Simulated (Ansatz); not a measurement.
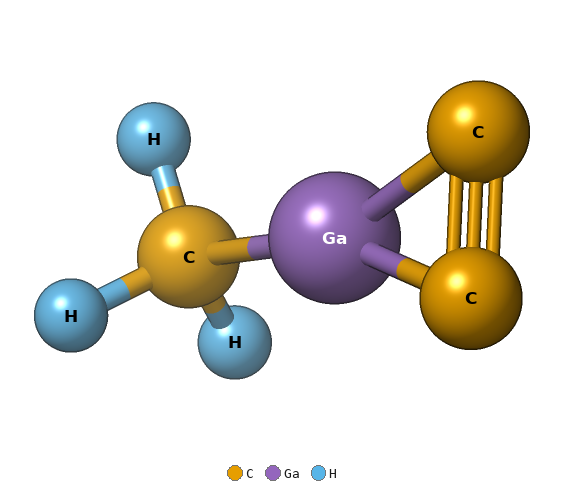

Geometry: atoms displaced at random (about 0.05 Å) from a stationary point of GFN2-xTB. Program: Ansatz 0.2.0.

Tabulate dipole (D) at these levels: BLYP-D4/def2-TZVPP; HSE06 (plane-wave form)-D4/def2-TZVPP; PBE-D4/def2-TZVPP; PBE0-D4/def2-TZVPP; RHF-CCSD(T) (frozen core)/def2-TZVPP; r2SCAN-D4/def2-TZVPP; ωB97M-V/def2-TZVPP.

```tsv
level	dipole (D)
BLYP-D4/def2-TZVPP	5.74
HSE06 (plane-wave form)-D4/def2-TZVPP	6.04
PBE-D4/def2-TZVPP	5.80
PBE0-D4/def2-TZVPP	6.04
RHF-CCSD(T) (frozen core)/def2-TZVPP	5.87
r2SCAN-D4/def2-TZVPP	5.94
ωB97M-V/def2-TZVPP	6.10
```
